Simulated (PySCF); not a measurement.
```yaml
atoms:
  - { symbol: Al, position_ang: [0.0000, 0.0000, -1.1504] }
  - { symbol: Cl, position_ang: [0.0000, 0.0000, 0.8876] }
```

Theory: PBE0/pcseg-1, non-relativistic, at a bond length of 2.038 Å in PySCF.

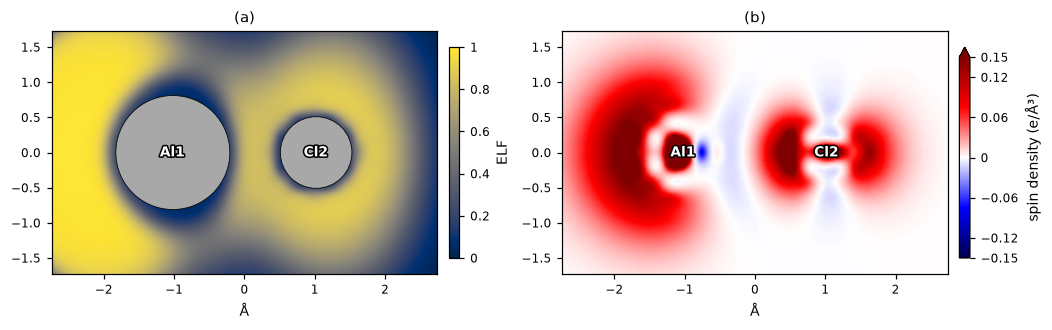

AlCl (charge +1, doublet). (a) electron localisation function; (b) spin density (α minus β) on a plane that holds the molecular axis. Grey discs cover the atomic cores in the ELF map.

Q: Describe what can be read from this map.

A: The plane passes through Al and Cl nuclei.
Al–Cl (2.04 Å): the ELF peaks at about 0.85 in the valence shell of Cl, 0.9 Å from its nucleus, and is about 0.75 at the midpoint.
The ELF also peaks beside Cl2 and Al1, away from the bonds: non-bonding electrons, paired or unpaired.
The unpaired spin (1 electron) lies mostly on Al1 (about 0.9) and Cl2 (about 0.1), in electrons by Hirshfeld's partition.
